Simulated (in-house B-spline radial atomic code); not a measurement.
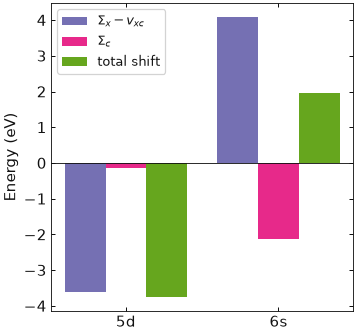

Parts of the G₀W₀ correction to each level for Hg²⁺ ([Xe] 4f¹⁴ 5d¹⁰). All-electron spherical atom, scalar X2C, PBE with 40 % exact exchange start, no spin-orbit coupling, Breit or QED terms; computed with a B-spline radial code. The quasi-particle equation is solved at full frequency; levels of low quasi-particle weight Z are left out.

What does the figure show?

G₀W₀ moves the highest occupied level, 5d, from −31.78 to −35.52 eV (renormalisation factor Z = 0.93). The empty level 6s goes from −20.89 to −18.93 eV.

| Level | Mean field (eV) | Σx − vxc (eV) | Σc (eV) | Z | G₀W₀ (eV) |
| --- | --- | --- | --- | --- | --- |
| 5d | −31.78 | −3.60 | −0.15 | 0.93 | −35.52 |
| 6s | −20.89 | 4.09 | −2.12 | 0.96 | −18.93 |

Limits of the model: relativistic terms absent here (spin-orbit coupling, Breit, QED) can be large for so heavy or highly charged an atom or ion.
